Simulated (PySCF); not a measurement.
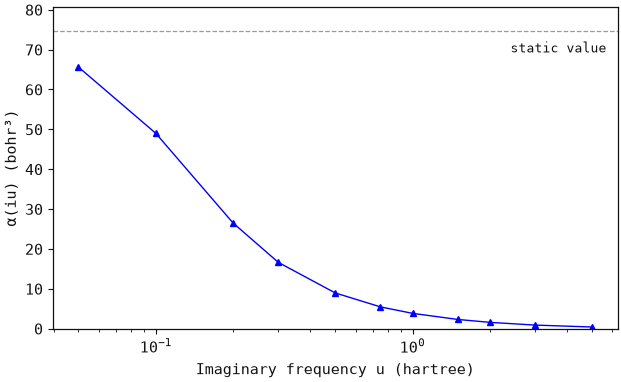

Dipole polarisability at imaginary frequency of the Cr atom ([Ar] 3d⁵ 4s). Coupled response at the PBE0 level; PySCF, aug-cc-pVQZ-DK, spin-free X2C-1e, unrestricted single determinants, no spin-orbit coupling.

**What follows from the curve?**

The static dipole polarisability is 74.6 bohr³ (the recommended value is 83.0); α(iu) falls to half of it near u = 0.14 hartree. The Casimir–Polder integral gives C₆ = 628 hartree bohr⁶ for two such species.
